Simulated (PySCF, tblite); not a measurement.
# C₃H₉NOSi₂: geometry, infrared bands and NMR shifts

What infrared bands and NMR shifts should C₃H₉NOSi₂ (`C[SiH2]O[Si@H](C)C#N`) show?

Programs: tblite 0.8.0 and PySCF 2.14.0, with density-fitted response routines of our own. Each step states its level of theory. These are calculated values for one molecule in the gas phase, unless marked as measured. Atoms are numbered from 0 throughout.

### 1 Starting geometry

16 atoms, charge 0, multiplicity 1; geometry from: force field or distance geometry start.

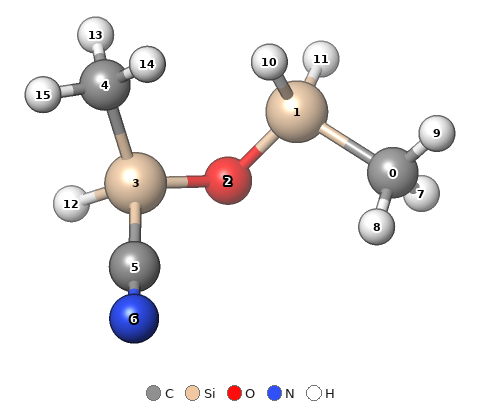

The starting geometry (carbon grey, silicon light orange, oxygen red, nitrogen blue, hydrogen white), atoms numbered.

### 2 Geometry optimisation with GFN2-xTB

Job settings and geometry (Å):

```
{"job": {"kind": "relax", "xc": "GFN2-xTB", "basis": "xTB"}, "charge": 0, "multiplicity": 1}
C      2.680600    -0.428900     0.590800
Si     1.241600     0.660100     0.011100
O      0.249400    -0.322900    -0.904900
Si    -1.366000    -0.446100    -0.407600
C     -2.005300     1.016300     0.544100
C     -1.609500    -1.962400     0.564700
N     -1.761900    -2.912400     1.196000
H      3.309800    -0.630700    -0.294200
H      2.304800    -1.385300     1.031200
H      3.286200     0.096600     1.324100
H      0.596100     1.293200     1.158200
H      1.833100     1.662100    -0.869800
H     -2.204000    -0.587900    -1.608700
H     -2.010600     1.935500    -0.097500
H     -1.474000     1.206300     1.477000
H     -3.077800     0.815400     0.809000
```

Run with:

```bash
$ OMP_NUM_THREADS=1 python probes_run.py task.json out
```

The driver reads the jobs from task.json and runs them one after another.

The log of the run:

```text
step      E/eV     max force
  0    -584.56548    2.326
  1    -584.69091    4.470
  2    -584.69997    2.967
  3    -584.83275    0.732
  4    -584.86586    0.641
  5    -584.92987    1.096
  6    -584.96533    0.785
  7    -584.99585    0.473
  8    -585.01743    0.402
  9    -585.03851    0.511
 10    -585.05702    0.426
 11    -585.07416    0.341
 12    -585.08895    0.325
 13    -585.10094    0.345
 14    -585.10949    0.251
 15    -585.11541    0.207
 16    -585.12046    0.194
 17    -585.12598    0.232
 18    -585.13221    0.271
 19    -585.13847    0.217
 20    -585.14403    0.221
 21    -585.14875    0.172
 22    -585.15313    0.218
 23    -585.15770    0.211
 24    -585.16180    0.148
 25    -585.16532    0.162
 26    -585.16922    0.199
 27    -585.17432    0.238
 28    -585.18077    0.272
 29    -585.18771    0.213
 30    -585.19368    0.165
 31    -585.19745    0.130
 32    -585.20001    0.140
 33    -585.20293    0.146
 34    -585.20602    0.145
 35    -585.20851    0.121
 36    -585.21000    0.080
 37    -585.21089    0.085
 38    -585.21178    0.078
 39    -585.21280    0.096
 40    -585.21388    0.102
 41    -585.21508    0.086
 42    -585.21649    0.080
 43    -585.21783    0.081
 44    -585.21858    0.067
 45    -585.21913    0.063
 46    -585.21965    0.060
 47    -585.22023    0.059
 48    -585.22069    0.045
 49    -585.22101    0.047
 50    -585.22127    0.052
 51    -585.22160    0.049
 52    -585.22201    0.055
 53    -585.22235    0.049
 54    -585.22259    0.054
 55    -585.22279    0.052
 56    -585.22305    0.048
 57    -585.22338    0.046
 58    -585.22368    0.042
 59    -585.22390    0.034
 60    -585.22413    0.039
 61    -585.22447    0.063
 62    -585.22503    0.084
 63    -585.22594    0.093
 64    -585.22721    0.089
 65    -585.22860    0.087
 66    -585.22967    0.062
 67    -585.23018    0.052
 68    -585.23046    0.048
 69    -585.23072    0.062
 70    -585.23116    0.052
 71    -585.23217    0.039
 72    -585.23267    0.045
 73    -585.23306    0.043
 74    -585.23336    0.068
 75    -585.23384    0.063
 76    -585.23448    0.086
 77    -585.23535    0.091
 78    -585.23639    0.088
 79    -585.23722    0.099
 80    -585.23811    0.075
 81    -585.23889    0.071
 82    -585.23990    0.106
 83    -585.24046    0.098
 84    -585.24091    0.042
 85    -585.24112    0.040
 86    -585.24137    0.074
 87    -585.24168    0.095
 88    -585.24206    0.086
 89    -585.24235    0.047
 90    -585.24248    0.022
 91    -585.24255    0.026
 92    -585.24266    0.036
 93    -585.24282    0.039
 94    -585.24303    0.035
 95    -585.24327    0.035
 96    -585.24346    0.040
 97    -585.24361    0.040
 98    -585.24378    0.034
 99    -585.24404    0.029
100    -585.24420    0.028
101    -585.24430    0.021
102    -585.24439    0.024
103    -585.24450    0.029
104    -585.24464    0.025
105    -585.24483    0.039
106    -585.24500    0.049
107    -585.24528    0.060
108    -585.24550    0.037
109    -585.24572    0.042
110    -585.24506    0.074
111    -585.24584    0.058
112    -585.24589    0.041
113    -585.24600    0.025
114    -585.24615    0.032
115    -585.24629    0.037
116    -585.24642    0.025
117    -585.24648    0.015
118    -585.24654    0.017
119    -585.24661    0.025
120    -585.24670    0.022
121    -585.24679    0.020
122    -585.24686    0.017
123    -585.24691    0.025
124    -585.24694    0.019
125    -585.24698    0.022
126    -585.24704    0.023
127    -585.24713    0.037
128    -585.24719    0.032
129    -585.24725    0.017
130    -585.24729    0.019
131    -585.24735    0.035
132    -585.24743    0.041
133    -585.24751    0.039
134    -585.24760    0.020
135    -585.24767    0.018
136    -585.24773    0.026
137    -585.24778    0.018
138    -585.24782    0.016
139    -585.24786    0.018
140    -585.24793    0.020
141    -585.24802    0.026
142    -585.24814    0.024
143    -585.24827    0.035
144    -585.24844    0.047
145    -585.24866    0.047
146    -585.24890    0.041
147    -585.24908    0.041
148    -585.24922    0.027
149    -585.24935    0.031
150    -585.24950    0.040
151    -585.24968    0.040
152    -585.24983    0.024
153    -585.24993    0.020
154    -585.25000    0.026
155    -585.25010    0.031
156    -585.25020    0.032
157    -585.25030    0.020
158    -585.25038    0.020
159    -585.25045    0.020
160    -585.25053    0.020
161    -585.25064    0.019
162    -585.25074    0.025
163    -585.25081    0.036
164    -585.25085    0.020
165    -585.25089    0.016
166    -585.25094    0.014
167    -585.25098    0.021
168    -585.25101    0.015
169    -585.25105    0.022
170    -585.25109    0.017
171    -585.25114    0.024
172    -585.25119    0.020
173    -585.25124    0.024
174    -585.25128    0.014
175    -585.25131    0.011
176    -585.25132    0.010
177    -585.25134    0.012
178    -585.25135    0.009
```

Wall time 2.1 s (1 thread of Arm Neoverse N1, shared host); peak memory 0.18 GiB.

Relaxation path: (not every step is listed)

```
step  energy from step 0 (eV)  largest force (eV/Å)
   0                   0.0000                2.3263
   1                  -0.1254                4.4704
   2                  -0.1345                2.9668
   3                  -0.2673                0.7321
   4                  -0.3004                0.6414
   5                  -0.3644                1.0962
   6                  -0.3999                0.7852
   7                  -0.4304                0.4727
   8                  -0.4520                0.4021
  24                  -0.5963                0.1479
  40                  -0.6484                0.1018
  56                  -0.6576                0.0485
  72                  -0.6672                0.0455
  88                  -0.6766                0.0860
 104                  -0.6792                0.0250
 120                  -0.6812                0.0225
 136                  -0.6823                0.0262
 152                  -0.6843                0.0243
 168                  -0.6855                0.0153
 173                  -0.6858                0.0245
 174                  -0.6858                0.0137
 175                  -0.6858                0.0107
 176                  -0.6858                0.0103
 177                  -0.6859                0.0116
 178                  -0.6859                0.0088
```

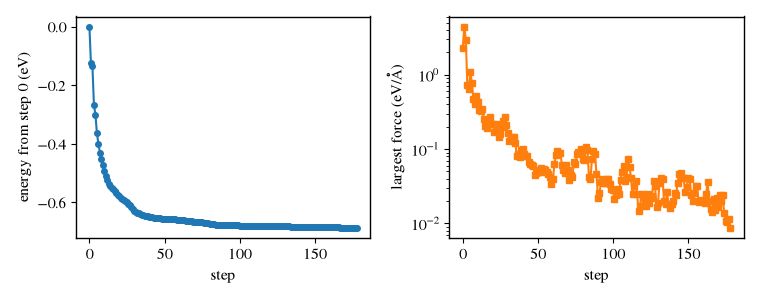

Energy and force, step by step.

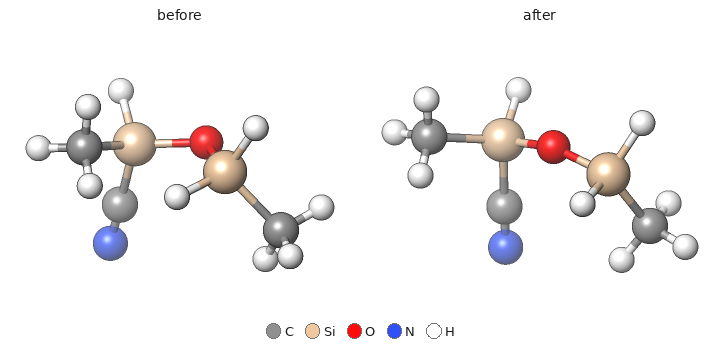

The geometry before (left) and after (right).

Close pairs (by a distance rule), those that changed most:

```
  bond  before (Å)  after (Å)  change (Å)
O2–Si3       1.695      1.614      -0.080
Si3–C5       1.818      1.877      +0.059
C4–H15       1.123      1.086      -0.037
Si1–O2       1.670      1.634      -0.036
Si3–C4       1.858      1.893      +0.034
C4–H13       1.121      1.087      -0.034
 C0–H8       1.118      1.088      -0.030
 C0–H7       1.104      1.087      -0.017
```

The final coordinates are the input of the step that follows.

### 3 Vibrational analysis with GFN2-xTB

Job settings and geometry (Å):

```
{"job": {"kind": "ir", "xc": "GFN2-xTB", "basis": "xTB"}, "charge": 0, "multiplicity": 1}
C      2.575261    -0.730344     0.459703
Si     1.683936     0.906398     0.129981
O      0.120046     0.603858    -0.234381
Si    -1.302159    -0.155512    -0.319157
C     -2.651852     0.893905     0.492880
C     -1.157596    -1.755906     0.651003
N     -1.059551    -2.730374     1.245337
H      2.588073    -1.360326    -0.426107
H      2.081781    -1.293866     1.248132
H      3.604951    -0.567969     0.762552
H      1.647429     1.766428     1.313853
H      2.184552     1.597673    -1.058055
H     -1.524352    -0.505549    -1.721202
H     -2.755242     1.850963    -0.011319
H     -2.427915     1.096440     1.537681
H     -3.614960     0.393125     0.452656
```

The log of the run:

```text
mode    cm-1     km/mol
  1       9.4      1.71
  2      31.0      0.83
  3      40.3      2.74
  4     106.2      0.78
  5     109.5      5.24
  6     113.9      1.99
  7     141.1      3.90
  8     188.6     17.91
  9     239.9     16.08
 10     331.1      5.14
 11     347.9      8.58
 12     472.0     56.04
 13     519.1      9.94
 14     600.3     17.18
 15     610.7     23.92
 16     626.6    111.73
 17     671.3    156.80
 18     702.0     97.89
 19     761.3     75.72
 20     772.8    202.75
 21     779.2    149.98
 22     821.5     68.57
 23     827.1    190.14
 24     835.6    268.27
 25     855.3     94.88
 26    1080.5    793.64
 27    1375.0     16.83
 28    1375.9     17.32
 29    1476.9      0.68
 30    1480.0      0.74
 31    1480.3      0.52
 32    1482.7      0.62
 33    2237.5    330.68
 34    2255.2    276.46
 35    2260.0    261.56
 36    2359.4     14.94
 37    3027.0     19.31
 38    3027.7     30.65
 39    3032.3     18.60
 40    3036.9     22.97
 41    3044.3     17.59
 42    3050.8     26.27
```

It took 0.95 s on 1 thread of Arm Neoverse N1, shared host; peak memory 0.18 GiB.

Which atoms move in the most intense modes:

```
cm⁻¹  km/mol                                  atoms
 671   156.8                     H12 55 %, Si3 17 %
 773   202.8  C4 28 %, Si3 26 %, H10 12 %, H11 12 %
 827   190.1   H14 28 %, H15 15 %, H7 13 %, C4 12 %
 836   268.3            H13 30 %, H15 14 %, C4 12 %
1080   793.6                      O2 78 %, Si3 13 %
2238   330.7                     H10 67 %, H11 27 %
2255   276.5           H12 63 %, H11 18 %, H10 16 %
2260   261.6           H11 51 %, H12 33 %, H10 14 %
```

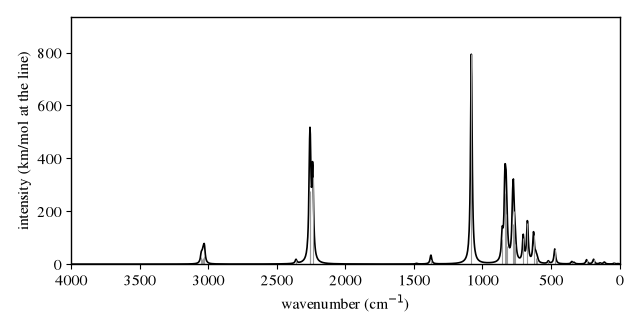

The infrared spectrum from these modes, unscaled. Lines are broadened to a width of 14 cm⁻¹ (Lorentzian).

### 4 Nuclear shieldings: PBE0/pcSseg-1

Settings changed since step 3:

```diff
@@ -1,2 +1,2 @@
-{"job": {"kind": "ir", "xc": "GFN2-xTB", "basis": "xTB"}, "charge": 0, "multiplicity": 1}
+{"job": {"kind": "nmr", "xc": "PBE0", "basis": "pcSseg-1"}, "charge": 0, "multiplicity": 1}
 C      2.575261    -0.730344     0.459703
```

Level: GIAO PBE0/pcSseg-1 NMR shielding, non-relativistic, gas phase.

The log of the run:

```text
coarse grid: 14240 points
cycle   1  E = -828.0085660032  dE =  5.572e-01  |g| = 8.736e-01  |ddm| = 3.606e+00
cycle   2  E = -827.7616268487  dE =  2.469e-01  |g| = 1.419e+00  |ddm| = 1.654e+00
cycle   3  E = -828.1463814049  dE = -3.848e-01  |g| = 2.300e-01  |ddm| = 1.157e+00
cycle   4  E = -828.1564559046  dE = -1.007e-02  |g| = 8.810e-02  |ddm| = 1.651e-01
cycle   5  E = -828.1578240112  dE = -1.368e-03  |g| = 3.796e-02  |ddm| = 7.324e-02
cycle   6  E = -828.1581336926  dE = -3.097e-04  |g| = 4.288e-03  |ddm| = 2.718e-02
cycle   7  E = -828.1581383019  dE = -4.609e-06  |g| = 8.813e-04  |ddm| = 4.599e-03
final grid: 128024 points
cycle   8  E = -828.2080300458  dE = -1.520e-05  |g| = 1.088e-02  |ddm| = 1.996e-02
cycle   9  E = -828.2080012812  dE =  2.876e-05  |g| = 1.637e-02  |ddm| = 1.806e-02
cycle  10  E = -828.2080531367  dE = -5.186e-05  |g| = 1.977e-03  |ddm| = 1.154e-02
cycle  11  E = -828.2080539263  dE = -7.896e-07  |g| = 5.695e-04  |ddm| = 1.412e-03
cycle  12  E = -828.2080539872  dE = -6.092e-08  |g| = 1.721e-04  |ddm| = 3.952e-04
cycle  13  E = -828.2080539935  dE = -6.302e-09  |g| = 2.855e-05  |ddm| = 1.235e-04
cycle  14  E = -828.2080539937  dE = -1.860e-10  |g| = 5.257e-06  |ddm| = 2.887e-05
converged SCF energy = -828.2080539937

GIAO shielding tensors (ppm)
atom      isotropic    diamagn.    paramagn.     s11        s22        s33       span
  0 C      187.538     256.126     -68.588    175.500    190.831    196.283     20.784
  1 Si     365.966     881.352    -515.387    314.361    371.259    412.278     97.917
  2 O      297.958     401.692    -103.734    240.904    301.956    351.014    110.110
  3 Si     392.838     881.086    -488.248    319.465    411.941    447.108    127.643
  4 C      184.971     254.452     -69.481    172.448    187.652    194.812     22.364
  5 C       59.073     265.580    -206.507    -58.194    -52.799    288.213    346.407
  6 N      -87.462     339.395    -426.857   -279.523   -273.981    291.118    570.641
  7 H       31.047      32.560      -1.513     27.309     28.717     37.114      9.805
  8 H       30.670      33.863      -3.193     26.220     29.162     36.626     10.406
  9 H       31.775      28.631       3.144     27.694     27.913     39.718     12.023
 10 H       26.417      30.472      -4.055     22.493     25.437     31.320      8.827
 11 H       26.463      29.774      -3.310     22.536     25.121     31.734      9.198
 12 H       26.595      29.533      -2.938     23.339     24.672     31.774      8.435
 13 H       31.117      29.879       1.238     26.961     28.483     37.908     10.947
 14 H       30.916      31.299      -0.383     27.041     29.000     36.706      9.665
 15 H       31.575      27.711       3.864     27.323     28.465     38.937     11.614
```

It took 41 s on 1 thread of Arm Neoverse N1, shared host; peak memory 0.81 GiB.

The references, computed at this level on geometries of the same kind, shield at (ppm): 1H TMS 31.72, 13C TMS 186.9, 29Si TMS 349.2, 15N NH3 267.7, 17O H2O 336.1. Their shielding less the atom's gives the shift. The references are single molecules in the gas phase, so shifts against H2O, NH3, PH3, H3PO4 or CFCl3 are not on the usual liquid scales and can be off by tens of ppm. Atoms listed in one row are averaged.

```
        atoms                               environment  σ (ppm)  δ (ppm)  δ scaled to CDCl3
           C5                            nitrile carbon     59.1    127.9              122.9
           C4                methyl carbon bonded to Si    185.0      2.0                0.0
           C0                methyl carbon bonded to Si    187.5     -0.6               -2.5
          H10      hydrogen on a silicon bonded to C, O    26.42     5.30                  –
          H11      hydrogen on a silicon bonded to C, O    26.46     5.25                  –
          H12    hydrogen on a silicon bonded to 2 C, O    26.59     5.12                  –
   H7, H8, H9  hydrogen on a methyl carbon bonded to Si    31.16     0.55               0.63
H13, H14, H15  hydrogen on a methyl carbon bonded to Si    31.20     0.51               0.59
          Si1               silicon bonded to C, O, 2 H    366.0    -16.8                  –
          Si3               silicon bonded to 2 C, O, H    392.8    -43.7                  –
           O2                     oxygen bonded to 2 Si    298.0     38.1                  –
           N6                          nitrile nitrogen    -87.5    355.2                  –
```

The scaled column applies a straight-line fit of computed shieldings to shifts measured in CDCl3 (root-mean-square error 0.16 ppm for H, 1.9 ppm for C).

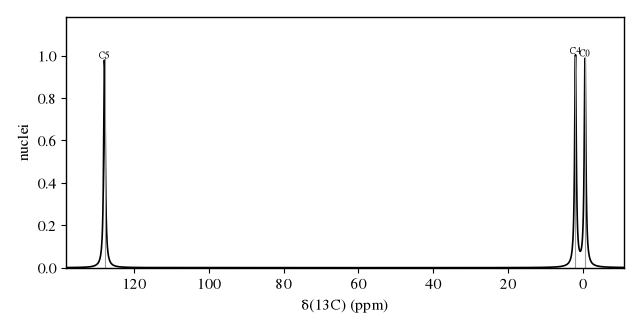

13C lines at the computed shifts, without couplings. Lines are broadened to a width of 0.51 ppm (Lorentzian).

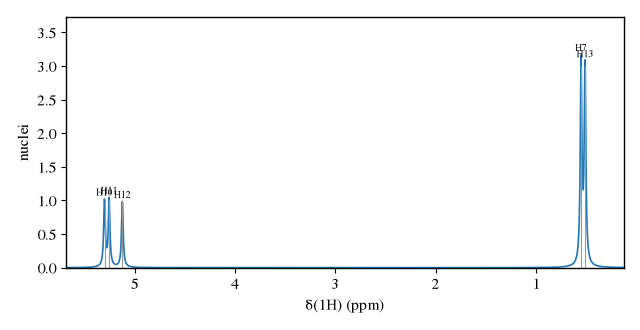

1H lines at the computed shifts, without couplings. Lines are broadened to a width of 0.02 ppm (Lorentzian).

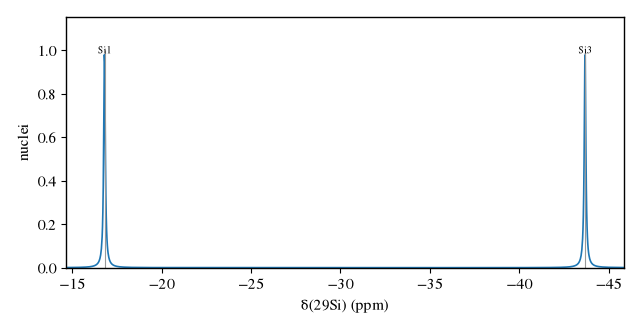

29Si lines at the computed shifts, without couplings. Lines are broadened to a width of 0.11 ppm (Lorentzian).

Charges from the same density, by scheme (e):

```
atoms  Mulliken    IAO  Hirshfeld  ESP fit
   C0     -0.66  -0.74      -0.21    -0.66
  Si1      0.86   1.03       0.42     0.79
   O2     -0.72  -0.88      -0.30    -0.51
  Si3      1.06   1.16       0.48     0.79
   C4     -0.65  -0.74      -0.21    -0.69
   C5     -0.22  -0.18      -0.03     0.12
   N6     -0.21  -0.20      -0.20    -0.39
```

Mulliken charges:

C0 -0.66; Si1 0.86; O2 -0.72; Si3 1.06; C4 -0.65; C5 -0.22; N6 -0.21; H7 0.14; H8 0.16; H9 0.14; H10 -0.12; H11 -0.12; H12 -0.10; H13 0.15; H14 0.15; H15 0.15

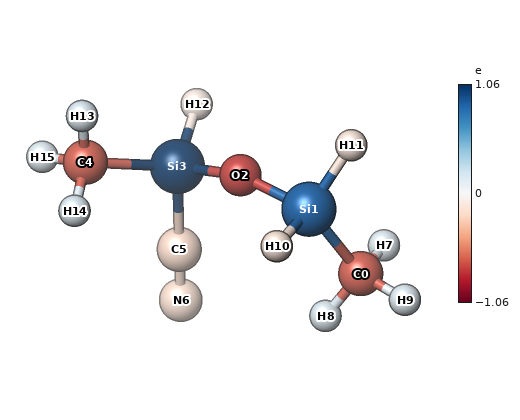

Mulliken charges, as colours on the atoms.

Mayer bond orders: C0–Si1 0.96, Si1–O2 0.87, O2–Si3 0.99, Si3–C4 0.96, Si3–C5 0.77, C5–N6 2.92.

### 5 Summary of results

```
                                                              quantity                             value
                             strongest single infrared mode (GFN2-xTB)             1080 cm⁻¹, 794 km/mol
                                          zero-point energy (GFN2-xTB)                     69.5 kcal/mol
                                13C shifts against TMS (PBE0/pcSseg-1)              127.9, 2.0, -0.6 ppm
1H shifts against TMS (PBE0/pcSseg-1, means over atoms taken as alike)  5.30, 5.25, 5.12, 0.55, 0.51 ppm
                               29Si shifts against TMS (PBE0/pcSseg-1)                  -16.8, -43.7 ppm
                                17O shifts against H2O (PBE0/pcSseg-1)                          38.1 ppm
                                15N shifts against NH3 (PBE0/pcSseg-1)                         355.2 ppm
```

In words: The optimisation took 178 steps and gained 0.686 eV; among the close pairs (by a distance rule), O2–Si3 changed most, from 1.695 to 1.614 Å. All 42 modes are real, so the xTB geometry is a minimum. The strongest single mode, at 1080 cm⁻¹, moves mainly O2. Unscaled tight-binding wavenumbers are off by several per cent, some by more. Its intensities can rank the bands wrongly. At PBE0/pcSseg-1: Shielding is most anisotropic at N6 (span 571 ppm, paramagnetic term -427 ppm).
